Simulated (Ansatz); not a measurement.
Consider MgCl (SMILES [Mg][Cl]) (doublet).

Input file:

```
crystal:
  periodic: [false, false, false]
  atoms:
    - {symbol: Mg, position_ang: [0.955300, -0.365300, 0.475300]}
    - {symbol: Cl, position_ang: [-0.925900, 0.305200, -0.471200]}
basis:
  gaussian: {orbitals: def2-SVP}
magnetization: {spin_polarized: true, initial_magnetization: 1}
hamiltonian: {xc: hf}
accuracy: high
output: {forces: true, orbitals: {seedname: orbitals}}
```

Launched as:

```sh
ansatz run input.yaml --threads 1 --pin off --max-ram 2610MiB --events-out events.jsonl --progress --plain --runs-dir runs
```

Geometry: PBE0-D4/def2-TZVP.

Theory: isolated molecule in a Gaussian basis; Hartree-Fock (Ansatz).

### Predict the electron density, electron localisation function and spin density between the atoms.

Mg–Cl (2.21 Å): the density is about 0.47 e/Å³ at the midpoint; the ELF peaks at about 0.85 in the valence shell of Cl, 0.9 Å from its nucleus, and falls to about 0.05 next to Mg; an ionic contact with no shared pair.
The unpaired spin (1 electron) lies mostly on Mg1 (about 1.0), in electrons by Hirshfeld's partition.

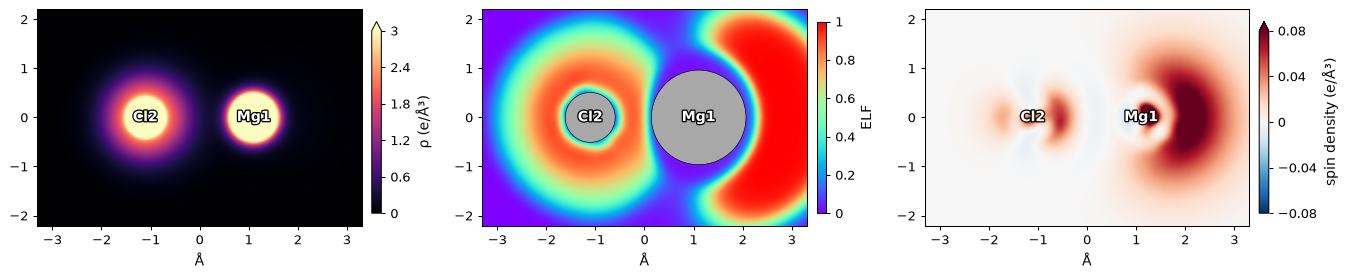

Computed electron density, electron localisation function and spin density on a plane that holds the molecular axis, in this order. Grey discs cover the atomic cores in the ELF map. 
